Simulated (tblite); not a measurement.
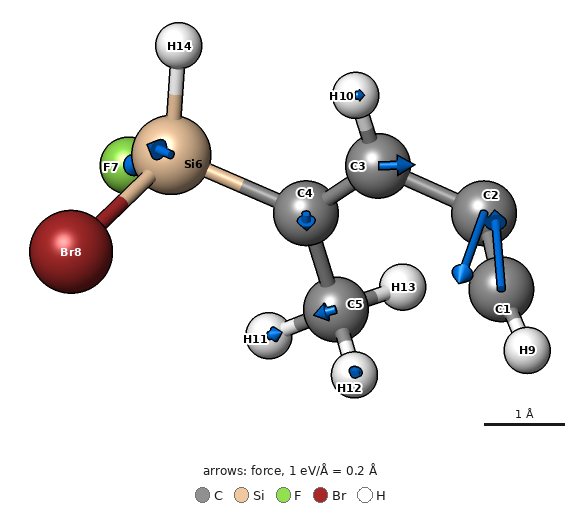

Starting geometry of C5H6BrFSi (charge +1, multiplicity 2) with the computed forces as blue arrows. A ball-and-stick model, seen from a free direction.

The calculation used tblite, GFN2-xTB geometry optimisation, gas phase. 

> Is this structure relaxed? If not, where do the atoms go?

It isn't relaxed: the largest force vector, on C2, is 7.86 eV/Å. The final displacements have little in common with the starting forces (cosine between the two patterns 0.23). The atom that moves furthest after the best rigid fit is H9 (1.23 Å). Largest moves by element: H 1.23 Å, C 0.91 Å, Br 0.66 Å, Si 0.38 Å, F 0.30 Å. Among the contacts that change: C1–C2 1.328 → 1.213 Å, Si6–F7 1.676 → 1.587 Å, C2–C3 1.469 → 1.386 Å, C4–Si6 1.856 → 1.924 Å. Bond angles that change, for instance: C1–C2–C3 118.2° → 179.3°, C4–Si6–H14 107.5° → 118.4°, C2–C3–H10 123.6° → 115.3°. Groups turn about C4–C5 by about 65°, C4–Si6 by about 25°. The energy falls by 1.970 eV in 129 geometry steps.
